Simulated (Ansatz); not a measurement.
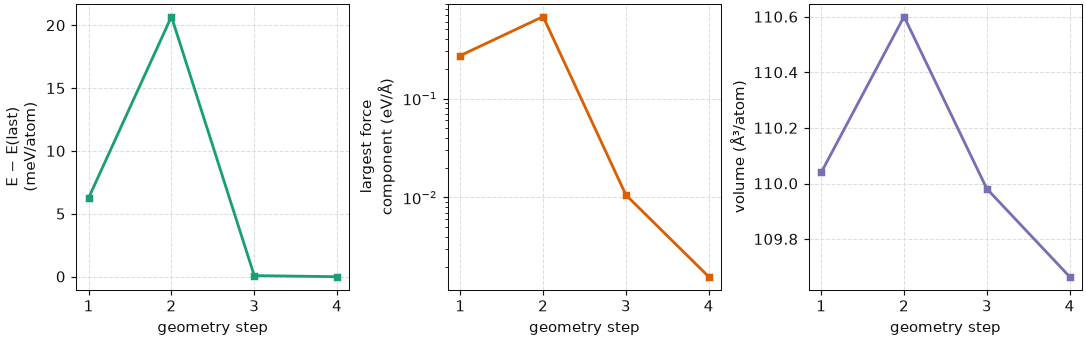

History of a geometry optimisation. A closing SCF on a freshly chosen basis isn't drawn.

- system: YCl (4 atoms in the cell)
- method: DFT PBE, scalar-relativistic, plane waves, PAW (Ansatz); cutoff 420 eV, 6×6×1 k-mesh, Gaussian smearing of 0.1 eV

**How did it end, and what did it gain?**

The optimisation met its thresholds at geometry 4, counting the start as the first. The energy fell by about 6.3 meV/atom from the first step to the last. Step 2 went uphill and was rejected by the line search. The largest force component goes from about 0.27 eV/Å at the start to 1.6 × 10⁻³ eV/Å at the end, with a peak of 0.67 eV/Å at step 2.

**What happens to the cell?**

The volume shrinks from 110.04 to 109.66 Å³ per atom (−0.3 %). The start was expanded.
